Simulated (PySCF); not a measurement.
## Run report: BSiH2Cl2, single-point calculation

- system: BSiH2Cl2, multiplicity 4, SMILES [SiH2]B(Cl)Cl
- method: RPA (PBE)/def2-SVP, UKS (PySCF 2.14.0)

The geometry is that of the parent species in another charge or spin state. The geometry comes from this level: GFN2-xTB.

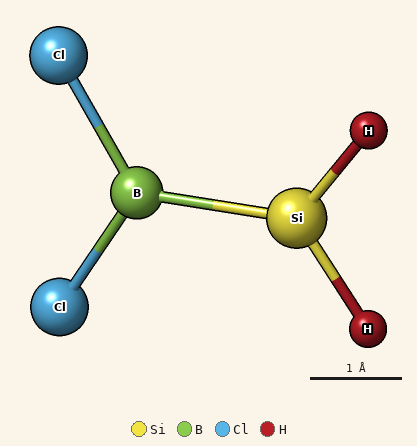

Fig. 1: The structure (ball-and-stick view, seen at a tilt). Bond lengths as drawn: B–Cl 1.76 Å, B–Si 1.90 Å and H–Si 1.46 Å.

## Results in brief

| quantity | value |
| --- | --- |
| outcome | converged |
| total energy | −1233.913691 hartree |
| SCF energy | −1234.806720 hartree |
| correlation energy | −0.763286 hartree |
| basis functions | 78 |
| ⟨S²⟩ | 3.756 |
| hardware | 1 thread of Arm Neoverse V1, 24 GiB of memory available, shared host |
| wall time | 31 s |
| peak memory | 0.41 GiB |

## Notes

The record of the run, not the program, notes: logged alpha LUMO and gap are faulty.

## Input (input.py)
```python
from pyscf import gto, dft
from pyscf.gw.urpa import URPA

mol = gto.Mole()
mol.atom = 'mol.xyz'
mol.charge = 0
mol.spin = 3
mol.max_memory = 1860
mol.verbose = 4
mol.basis = 'def2-svp'
mol.build()

calc0 = dft.UKS(mol)
calc0.xc = 'pbe'
calc0.grids.level = 4
calc0.conv_tol = 1e-12
calc0.kernel()

rpa = URPA(calc0, frozen=16)
rpa.kernel()
e_exx = calc0.to_hf().energy_tot(calc0.make_rdm1())
e_final = e_exx + rpa.e_corr
print('E(%s) = %.9f' % ('PBE', e_final))
```

## File mol.xyz
```
6
BCl2H2Si
Si    -0.277600     0.899120    -0.240490
B      0.260960    -0.855210     0.234790
Cl     0.075530    -1.470010     1.870910
Cl     0.980940    -1.942080    -0.950460
H     -0.162710     1.486720    -1.572240
H     -0.877120     1.881470     0.657500
```

Launched with:
```bash
OMP_NUM_THREADS=1 python input.py
```

## Output
```
PySCF version 2.14.0

[INPUT] num. atoms = 6
[INPUT] num. electrons = 55
[INPUT] charge = 0
[INPUT] spin (= nelec alpha-beta = 2S) = 3
[INPUT] symmetry False subgroup None
[INPUT] Mole.unit = angstrom
[INPUT] Symbol           X                Y                Z      unit          X                Y                Z       unit  Magmom
[INPUT]  1 Si    -0.277600000000   0.899120000000  -0.240490000000 AA   -0.524587972179   1.699090553119  -0.454460235697 Bohr   0.0
[INPUT]  2 B      0.260960000000  -0.855210000000   0.234790000000 AA    0.493142929466  -1.616112678989   0.443688796787 Bohr   0.0
[INPUT]  3 Cl     0.075530000000  -1.470010000000   1.870910000000 AA    0.142731014188  -2.777916300372   3.535507503710 Bohr   0.0
[INPUT]  4 Cl     0.980940000000  -1.942080000000  -0.950460000000 AA    1.853707944631  -3.669999311995  -1.796109092354 Bohr   0.0
[INPUT]  5 H     -0.162710000000   1.486720000000  -1.572240000000 AA   -0.307477337728   2.809493623913  -2.971103002086 Bohr   0.0
[INPUT]  6 H     -0.877120000000   1.881470000000   0.657500000000 AA   -1.657516578379   3.555463011585   1.242494926902 Bohr   0.0

nuclear repulsion = 221.575699355485
number of shells = 36
number of NR pGTOs = 146
number of NR cGTOs = 78
basis = def2-svp
ecp = {}

******** <class 'pyscf.dft.uks.UKS'> ********
method = UKS
initial guess = minao
damping factor = 0
level_shift factor = 0
DIIS = <class 'pyscf.scf.diis.CDIIS'>
diis_start_cycle = 1
diis_space = 8
diis_damp = 0
SCF conv_tol = 1e-12
SCF conv_tol_grad = None
SCF max_cycles = 50
direct_scf = True
direct_scf_tol = 1e-13
number electrons alpha = 29  beta = 26
XC library pyscf.dft.libxc version 7.0.0
    S. Lehtola, C. Steigemann, M. J.T. Oliveira, and M. A.L. Marques.,  SoftwareX 7, 1–5 (2018)
XC functionals = pbe
    J. P. Perdew, K. Burke, and M. Ernzerhof.,  Phys. Rev. Lett. 77, 3865 (1996)
    J. P. Perdew, K. Burke, and M. Ernzerhof.,  Phys. Rev. Lett. 78, 1396 (1997)
    J. P. Perdew, K. Burke, and M. Ernzerhof.,  Phys. Rev. Lett. 77, 3865 (1996)
    J. P. Perdew, K. Burke, and M. Ernzerhof.,  Phys. Rev. Lett. 78, 1396 (1997)
radial grids:
    Treutler-Ahlrichs [JCP 102, 346 (1995); DOI:10.1063/1.469408] (M4) radial grids

becke partition: Becke, JCP 88, 2547 (1988); DOI:10.1063/1.454033
pruning grids: <function nwchem_prune>
grids dens level: 4
symmetrized grids: False
atomic radii adjust function: <function treutler_atomic_radii_adjust>
small_rho_cutoff = 0
Set gradient conv threshold to 1e-06
tot grids = 145824
init E= -1235.23087950493
  alpha nocc = 29  HOMO = -0.0801772873252307  LUMO = -0.0331282390200731
  beta  nocc = 26  HOMO = -0.328642529207329  LUMO = -0.319113433122942

WARN: HOMO -0.0801772873252307 >= LUMO -0.319113433122942

cycle= 1 E= -1234.79467910353  delta_E= 0.436  |g|= 0.128  |ddm|= 2.22
  alpha nocc = 29  HOMO = -0.0519192162283897  LUMO = 0.0129546479019981
  beta  nocc = 26  HOMO = -0.273244670998893  LUMO = -0.258108468105701

WARN: HOMO -0.0519192162283897 >= LUMO -0.258108468105701

cycle= 2 E= -1234.79368749148  delta_E= 0.000992  |g|= 0.141  |ddm|= 0.362
  alpha nocc = 29  HOMO = -0.0780089262583123  LUMO = -0.00223938713284877
  beta  nocc = 26  HOMO = -0.27949783237456  LUMO = -0.271628646671021

WARN: HOMO -0.0780089262583123 >= LUMO -0.271628646671021

cycle= 3 E= -1234.80113558276  delta_E= -0.00745  |g|= 0.0847  |ddm|= 0.294
  alpha nocc = 29  HOMO = -0.0749833177633858  LUMO = 0.00168717680246511
  beta  nocc = 26  HOMO = -0.285806607114209  LUMO = -0.269715051883822

WARN: HOMO -0.0749833177633858 >= LUMO -0.269715051883822

cycle= 4 E= -1234.79575903733  delta_E= 0.00538  |g|= 0.107  |ddm|= 0.436
  alpha nocc = 29  HOMO = -0.0744517732813659  LUMO = 0.00234534156821109
  beta  nocc = 26  HOMO = -0.285962054668189  LUMO = -0.270556157617643

WARN: HOMO -0.0744517732813659 >= LUMO -0.270556157617643

cycle= 5 E= -1234.8061245957  delta_E= -0.0104  |g|= 0.0271  |ddm|= 0.322
  alpha nocc = 29  HOMO = -0.0759977487811199  LUMO = 0.000167144992727408
  beta  nocc = 26  HOMO = -0.283209846303568  LUMO = -0.270681497351766

WARN: HOMO -0.0759977487811199 >= LUMO -0.270681497351766

cycle= 6 E= -1234.80668157711  delta_E= -0.000557  |g|= 0.006  |ddm|= 0.0585
  alpha nocc = 29  HOMO = -0.0761264732430673  LUMO = 0.000427221215375084
  beta  nocc = 26  HOMO = -0.283759278219935  LUMO = -0.270725150121395

WARN: HOMO -0.0761264732430673 >= LUMO -0.270725150121395

cycle= 7 E= -1234.80671775074  delta_E= -3.62e-05  |g|= 0.00162  |ddm|= 0.0161
  alpha nocc = 29  HOMO = -0.0759348177392112  LUMO = 0.000567375559613392
  beta  nocc = 26  HOMO = -0.283411741612409  LUMO = -0.270394293140705

WARN: HOMO -0.0759348177392112 >= LUMO -0.270394293140705

cycle= 8 E= -1234.80672022685  delta_E= -2.48e-06  |g|= 0.00039  |ddm|= 0.0035
  alpha nocc = 29  HOMO = -0.0760013912941315  LUMO = 0.00051458465436216
  beta  nocc = 26  HOMO = -0.283452193362408  LUMO = -0.270445812730782

WARN: HOMO -0.0760013912941315 >= LUMO -0.270445812730782

cycle= 9 E= -1234.80672033827  delta_E= -1.11e-07  |g|= 0.000122  |ddm|= 0.000758
  alpha nocc = 29  HOMO = -0.0760004929832703  LUMO = 0.000520417772666981
  beta  nocc = 26  HOMO = -0.283444750762295  LUMO = -0.270437564345344

WARN: HOMO -0.0760004929832703 >= LUMO -0.270437564345344

cycle= 10 E= -1234.806720351  delta_E= -1.27e-08  |g|= 3.63e-05  |ddm|= 0.000298
  alpha nocc = 29  HOMO = -0.0760000078640211  LUMO = 0.000521079024481619
  beta  nocc = 26  HOMO = -0.283448009219253  LUMO = -0.270438277948812

WARN: HOMO -0.0760000078640211 >= LUMO -0.270438277948812

cycle= 11 E= -1234.80672035205  delta_E= -1.04e-09  |g|= 7.04e-06  |ddm|= 7.36e-05
  alpha nocc = 29  HOMO = -0.0759998595725584  LUMO = 0.000521522254977924
  beta  nocc = 26  HOMO = -0.283447812638457  LUMO = -0.270438475285603

WARN: HOMO -0.0759998595725584 >= LUMO -0.270438475285603

cycle= 12 E= -1234.80672035208  delta_E= -3.75e-11  |g|= 3.75e-06  |ddm|= 2.76e-05
  alpha nocc = 29  HOMO = -0.0760000670634144  LUMO = 0.000521468947769943
  beta  nocc = 26  HOMO = -0.283447818117708  LUMO = -0.270438577392711

WARN: HOMO -0.0760000670634144 >= LUMO -0.270438577392711

cycle= 13 E= -1234.80672035209  delta_E= -8.87e-12  |g|= 2.66e-06  |ddm|= 1.04e-05
  alpha nocc = 29  HOMO = -0.0759999543074854  LUMO = 0.000521507151649114
  beta  nocc = 26  HOMO = -0.283447834536982  LUMO = -0.270438569472529

WARN: HOMO -0.0759999543074854 >= LUMO -0.270438569472529

cycle= 14 E= -1234.8067203521  delta_E= -5.46e-12  |g|= 1.4e-06  |ddm|= 1.03e-05
  alpha nocc = 29  HOMO = -0.0759999553479886  LUMO = 0.000521512177891204
  beta  nocc = 26  HOMO = -0.283447837878458  LUMO = -0.270438571334509

WARN: HOMO -0.0759999553479886 >= LUMO -0.270438571334509

cycle= 15 E= -1234.8067203521  delta_E= -1.36e-12  |g|= 2.07e-07  |ddm|= 3.39e-06
  alpha nocc = 29  HOMO = -0.0759999557226934  LUMO = 0.000521521545105763
  beta  nocc = 26  HOMO = -0.283447873510358  LUMO = -0.270438588242019

WARN: HOMO -0.0759999557226934 >= LUMO -0.270438588242019

cycle= 16 E= -1234.8067203521  delta_E= -4.55e-12  |g|= 1.05e-07  |ddm|= 5.2e-07
  alpha nocc = 29  HOMO = -0.0759999507993663  LUMO = 0.000521522923353501
  beta  nocc = 26  HOMO = -0.283447854977038  LUMO = -0.270438577398122

WARN: HOMO -0.0759999507993663 >= LUMO -0.270438577398122

cycle= 17 E= -1234.8067203521  delta_E= 1.59e-12  |g|= 3.48e-08  |ddm|= 2.34e-07
  alpha nocc = 29  HOMO = -0.075999952732849  LUMO = 0.000521521200602226
  beta  nocc = 26  HOMO = -0.283447856203583  LUMO = -0.270438579721877

WARN: HOMO -0.075999952732849 >= LUMO -0.270438579721877

cycle= 18 E= -1234.8067203521  delta_E= 6.14e-12  |g|= 1.99e-08  |ddm|= 4.87e-08
  alpha nocc = 29  HOMO = -0.0759999528027309  LUMO = 0.000521521233171729
  beta  nocc = 26  HOMO = -0.283447857186887  LUMO = -0.270438580303553

WARN: HOMO -0.0759999528027309 >= LUMO -0.270438580303553

cycle= 19 E= -1234.8067203521  delta_E= -1.82e-12  |g|= 1.59e-08  |ddm|= 3.78e-08
  alpha nocc = 29  HOMO = -0.0759999530305202  LUMO = 0.000521521266425129
  beta  nocc = 26  HOMO = -0.28344785702762  LUMO = -0.270438580352402

WARN: HOMO -0.0759999530305202 >= LUMO -0.270438580352402

cycle= 20 E= -1234.8067203521  delta_E= -9.09e-13  |g|= 1.3e-08  |ddm|= 1.14e-08
  alpha nocc = 29  HOMO = -0.0759999525258923  LUMO = 0.000521522422778364
  beta  nocc = 26  HOMO = -0.283447861499586  LUMO = -0.270438582258515
```

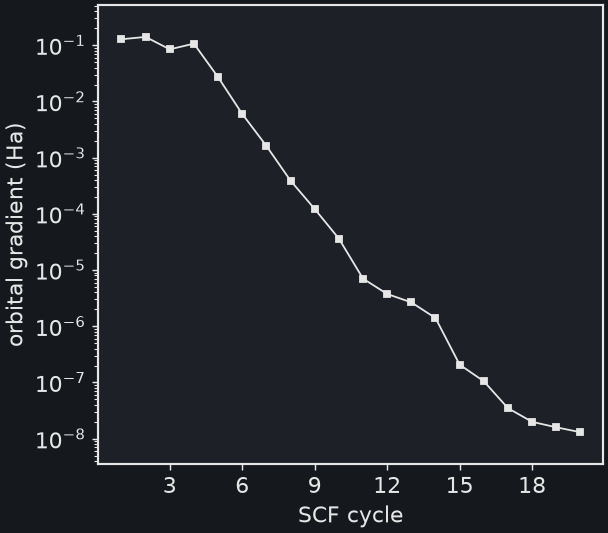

Fig. 2: Convergence of the self-consistent field: orbital gradient against the SCF cycle. The residual falls almost steadily, with no more than small rises.

```
WARN: HOMO -0.0759999525258923 >= LUMO -0.270438582258515

Extra cycle  E= -1234.8067203521  delta_E= 1.14e-12  |g|= 3.57e-08  |ddm|= 1.12e-07
converged SCF energy = -1234.8067203521  <S^2> = 3.7560798  2S+1 = 4.0030387

******** <class 'pyscf.gw.urpa.URPA'> ********
nocc = (np.int64(13), np.int64(10)), nmo = (62, 62)
frozen orbitals 16
mem_avail = 1655.18  mem_blk = 0.05  auxlen = 262

******** <class 'pyscf.df.df.DF'> ********
auxbasis = auxmol.basis = {'B': 'def2-svp-ri', 'Cl': 'def2-svp-ri', 'H': 'def2-svp-ri', 'Si': 'def2-svp-ri'}
Lowest orbital energy difference: ( 5.6826e-02,  1.3009e-02)
E(URPA) = -1233.10948680893  E_corr = -0.76328562333152  E_hf = -1232.3462011856
E(PBE) = -1233.913691478
```
